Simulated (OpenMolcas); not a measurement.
Run report: SnH2O2, single-point calculation (part 1 of 2)

SnH2O2, SMILES [OH][Sn][OH], computed with HF/ANO-RCC-MB, RHF, DKH2 (OpenMolcas 26.06).

The geometry comes from this level: PBE0-D4/def2-TZVP.

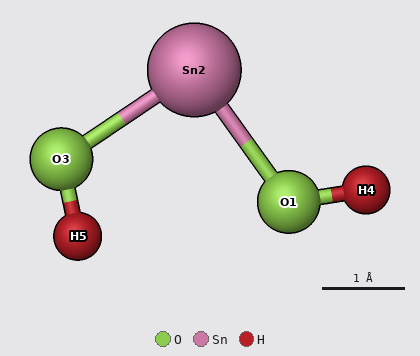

The structure (ball-and-stick view, seen on its broad side; atoms are numbered from 1 in the order of the input). Sticks mark near contacts.

The input:
```
&gateway
  coord=geom.xyz
  basis=ANO-RCC-MB
  group=NoSym

&seward

&scf
  prorbitals=0

&localisation
  occupied
  freeze
  pipek-mezey

&localisation
  fileorb=$Project.LocOrb
  virtual
  pipek-mezey
```

File geom.xyz:
```
5

O     -0.984300     0.177800    -0.613800
Sn    -0.153700    -0.943900     0.800900
O      1.561800     0.002900     0.636100
H     -1.901200    -0.005600    -0.831400
H      1.527200     0.695100    -0.033300
```

Command:
```bash
export MOLCAS_MEM=1860
pymolcas step1.inp > step1.log
```

What the program printed:
```
--- Start Module: gateway ---

                                              &GATEWAY

                       available to each process: 1.9 GB of memory, 1 thread

++    Symmetry information:
      ---------------------

                    Character Table for C1

                             E
                    a        1  x, y, xy, Rz, z, xz, Ry, yz, Rx, I
--

++    Basis set information:
      ----------------------

      Basis set label: O.ANO-RCC...2S1P.

      Electronic valence basis set:
      ------------------
      Associated Effective Charge   8.000000 au
      Associated Actual Charge      8.000000 au
      Nuclear Model: Point charge

      Shell  nPrim  nBasis  Cartesian Spherical Contaminant
         s      14       2        X
         p       9       1        X

      Basis set label: SN.ANO-RCC...5S4P2D.

      Electronic valence basis set:
      ------------------
      Associated Effective Charge  50.000000 au
      Associated Actual Charge     50.000000 au
      Nuclear Model: Point charge

      Shell  nPrim  nBasis  Cartesian Spherical Contaminant
         s      22       5        X
         p      19       4        X
         d      13       2                 X

      Basis set label: O.ANO-RCC...2S1P.

      Electronic valence basis set:
      ------------------
      Associated Effective Charge   8.000000 au
      Associated Actual Charge      8.000000 au
      Nuclear Model: Point charge

      Shell  nPrim  nBasis  Cartesian Spherical Contaminant
         s      14       2        X
         p       9       1        X

      Basis set label: H.ANO-RCC...1S.

      Electronic valence basis set:
      ------------------
      Associated Effective Charge   1.000000 au
      Associated Actual Charge      1.000000 au
      Nuclear Model: Point charge

      Shell  nPrim  nBasis  Cartesian Spherical Contaminant
         s       8       1        X
--

++    Molecular structure info:
      -------------------------

                    ************************************************
                    **** Cartesian Coordinates / bohr, angstrom ****
                    ************************************************

     Center  Label                x              y              z                     x              y              z
        1      O1              -1.860057       0.335993      -1.159914             -0.984300       0.177800      -0.613800
        2      SN2             -0.290451      -1.783712       1.513482             -0.153700      -0.943900       0.800900
        3      O3               2.951374       0.005480       1.202055              1.561800       0.002900       0.636100
        4      H4              -3.592747      -0.010582      -1.571118             -1.901200      -0.005600      -0.831400
        5      H5               2.885990       1.313549      -0.062928              1.527200       0.695100      -0.033300

                    ***************************************
                    *    InterNuclear Distances / bohr    *
                    ***************************************

               1 O1            2 SN2           3 O3            4 H4            5 H5
    1 O1       0.000000
    2 SN2      3.755511        0.000000
    3 O3       5.370103        3.715862        0.000000
    4 H4       1.814227        4.854267        7.107480        0.000000
    5 H5       4.968295        4.708277        1.820851        6.782477        0.000000

                    *******************************************
                    *    InterNuclear Distances / angstrom    *
                    *******************************************

               1 O1            2 SN2           3 O3            4 H4            5 H5
    1 O1       0.000000
    2 SN2      1.987331        0.000000
    3 O3       2.841736        1.966349        0.000000
    4 H4       0.960047        2.568767        3.761117        0.000000
    5 H5       2.629109        2.491513        0.963553        3.589132        0.000000
--

            Nuclear Potential Energy            258.68079409 au

--- Stop Module: gateway /rc=_RC_ALL_IS_WELL_ ---

--- Start Module: seward ---

                                              &SEWARD

                       available to each process: 1.9 GB of memory, 1 thread

               SEWARD will generate:
                  Multipole Moment integrals up to order  2
                  Kinetic Energy integrals
                  Nuclear Attraction integrals (point charge)
                  One-Electron Hamiltonian integrals
                  Velocity integrals
                  Relativistic Douglas-Kroll-Hess integrals:
                    - Parametrization         : EXP
                    - DKH order of Hamiltonian: 2
                    - DKH order of Properties : 0
                         - multipole moment operators
                         - electric potential operators
                         - contact operators
                  Orbital angular momentum around ( -0.1175  -1.3456   1.1728 )
                  Velocity quadrupole around ( -0.1175  -1.3456   1.1728 )
                  Atomic mean-field integrals
                  Two-Electron Repulsion integrals

                   Integrals are discarded if absolute value <: 1.00E-14
                   Integral cutoff threshold is set to       <: 1.00E-16

            Nuclear Potential Energy            258.68079409 au

      Basis set specifications :
      Symmetry species         a
      Basis functions           39

--- Stop Module: seward /rc=_RC_ALL_IS_WELL_ ---
--- Module seward spent 5 seconds ---

--- Start Module: scf ---

                                                &SCF

                       available to each process: 1.9 GB of memory, 1 thread

++    Input section:
      --------------

      Header of the integral files:

      Cartesian coordinates in angstrom:
      -----------------------------------------------------
      No.  Label        X            Y            Z
      -----------------------------------------------------
       1   O1        -0.98430000   0.17780000  -0.61380000
       2   SN2       -0.15370000  -0.94390000   0.80090000
       3   O3         1.56180000   0.00290000   0.63610000
       4   H4        -1.90120000  -0.00560000  -0.83140000
       5   H5         1.52720000   0.69510000  -0.03330000
      -----------------------------------------------------
      Nuclear repulsion energy =  258.68079409
--

++    Orbital specifications:
      -----------------------

      Symmetry species               1
                                     a
      Frozen orbitals                0
      Occupied orbitals             34
      Secondary orbitals             5
      Deleted orbitals               0
      Total number of orbitals      39
      Number of basis functions     39
--

      Molecular charge                           0.000

++    Optimization specifications:
      ----------------------------

      SCF Algorithm: Conventional
      Minimized density differences are used
      Number of density matrices in core                 5
      Maximum number of NDDO SCF iterations            400
      Maximum number of HF SCF iterations              400
      Threshold for SCF energy change             1.00E-09
      Threshold for density matrix                1.00E-04
      Threshold for Fock matrix                   1.50E-04
      Threshold for linear dependence             1.00E-09
      Threshold at which DIIS is turned on        1.50E-01
      Maximum depth in the DIIS procedure                5
      Maximum depth in the BFGS Hessian update          30
      Threshold at which QNR/C2DIIS is turned on  7.50E-02
      Threshold for Norm(delta) (QNR/C2DIIS)      1.00E-03
      All orbitals punched on: SCFORB
--

      Input vectors read from INPORB
      Orbital file label: *Guess orbitals

++ Convergence information
                                   SCF        iterations: Energy and convergence statistics

Iter     Tot. SCF        One-elec.       Two-elec.     Energy      Max Dij or  Max Fij      DNorm      TNorm      AccCon     Time
         Energy          Energy          Energy        Change      Delta Norm                                                in Sec.

 The total and one-electron energies are shifted by a value of      6000. a.u.

   1  -323.167672136 -3213.033711671  2631.185245449   0.00E+00    3.26E-01*   1.32E-01*    1.18E+01   5.57E+02   None         0.
   2  -323.319288132 -3211.579826362  2629.579744144  -1.52E-01*   1.50E-01*   4.49E-02*    1.78E+00   5.57E+02   EDIIS        0.
   3  -323.335271182 -3212.331075488  2630.315010220  -1.60E-02*   4.88E-02*   1.36E-02*    4.42E-01   5.57E+02   c2DIIS       0.
   4  -323.337793801 -3212.115262325  2630.096674438  -2.52E-03*   1.55E-02*   5.87E-03*    8.94E-02   5.57E+02   QNRc2DIIS    0.
   5  -323.338174642 -3212.183113349  2630.164144621  -3.81E-04*   1.30E-02*   2.69E-03*    2.07E-02   5.57E+02   QNRc2DIIS    0.
   6  -323.338295899 -3212.189423109  2630.170333124  -1.21E-04*   1.89E-03*   6.20E-04*    9.72E-03   5.57E+02   QNRc2DIIS    0.
   7  -323.338300308 -3212.188742702  2630.169648307  -4.41E-06*   8.46E-04    1.91E-04*    1.95E-03   5.57E+02   QNRc2DIIS    0.
   8  -323.338300884 -3212.189300266  2630.170205296  -5.76E-07*   1.52E-04    5.12E-05     6.51E-04   5.57E+02   QNRc2DIIS    0.
   9  -323.338300924 -3212.189002495  2630.169907485  -4.00E-08*   5.86E-05    1.07E-05     1.72E-04   5.57E+02   QNRc2DIIS    0.
  10  -323.338300927 -3212.188977358  2630.169882345  -3.25E-09*   6.30E-06    1.58E-06     4.39E-05   5.57E+02   QNRc2DIIS    0.
  11  -323.338300927 -3212.188981348  2630.169886335  -4.91E-11    2.65E-06    5.30E-07     3.22E-05   5.57E+02   QNRc2DIIS    0.

       Convergence after  11 Iterations
--

 *****************************************************************************************************************************
 *                                             SCF/KS-DFT Program, Final results                                             *
 *                                                       Final Results                                                       *
 *****************************************************************************************************************************

::    Total SCF energy                              -6323.3383009272
      One-electron energy                           -9212.1889813485
      Two-electron energy                            2630.1698863352
      Nuclear repulsion energy                        258.6807940861
      Kinetic energy (interpolated)                  7275.8375831280
      Virial theorem                                    0.8690873358
      Total spin, S(S+1)                                0.0000000000
      Total spin, S                                     0.0000000000
      Max non-diagonal density matrix element           0.0000025034
      Max non-diagonal Fock matrix element              0.0000002793

      No orbitals printed

++    Molecular charges:
      ------------------

      Mulliken charges per centre
      ---------------------------

                O1      SN2     O3      H4      H5
      Total    8.8454 48.8974  8.8402  0.7137  0.7033

      N-E     -0.8454  1.1026 -0.8402  0.2863  0.2967

      Total electronic charge=   68.000000

      Total            charge=   -0.000000
--

++    Static properties:
      ------------------

      LoProp Charges per center

                   O1       SN2      O3       H4       H5
      Nuclear      8.0000  50.0000   8.0000   1.0000   1.0000
      Electronic  -8.6784 -49.1008  -8.6652  -0.7820  -0.7736

      Total       -0.6784   0.8992  -0.6652   0.2180   0.2264
--

++    Natural Bond Order analysis
      ---------------------------
      Based on LoProp computed density
      -------------------------------------------------------------------------------------
      Atom A       Atom B       Bond Order
      -------------------------------------------------------------------------------------
      NBO located      0.999 non-bonded electrons on atom O1
      NBO located      0.995 non-bonded electrons on atom SN2
      NBO located      1.001 non-bonded electrons on atom SN2
      NBO located      0.997 non-bonded electrons on atom SN2
      NBO located      0.997 non-bonded electrons on atom SN2
      NBO located      0.997 non-bonded electrons on atom SN2
      NBO located      0.998 non-bonded electrons on atom SN2
      NBO located      0.999 non-bonded electrons on atom SN2
      NBO located      0.998 non-bonded electrons on atom SN2
      NBO located      0.998 non-bonded electrons on atom SN2
      NBO located      1.000 non-bonded electrons on atom SN2
      NBO located      1.000 non-bonded electrons on atom SN2
      NBO located      1.000 non-bonded electrons on atom SN2
      NBO located      1.000 non-bonded electrons on atom SN2
      NBO located      1.000 non-bonded electrons on atom SN2
      NBO located      1.000 non-bonded electrons on atom SN2
      NBO located      1.000 non-bonded electrons on atom SN2
      NBO located      1.000 non-bonded electrons on atom SN2
      NBO located      1.000 non-bonded electrons on atom SN2
      NBO located      1.000 non-bonded electrons on atom SN2
      NBO located      1.000 non-bonded electrons on atom SN2
      NBO located      1.000 non-bonded electrons on atom SN2
      NBO located      1.000 non-bonded electrons on atom SN2
      NBO located      1.000 non-bonded electrons on atom SN2
      NBO located      0.999 non-bonded electrons on atom O3
      The remaining    9.742 electrons are to be considered as diffuse
--

++    Molecular properties:
      ---------------------
```
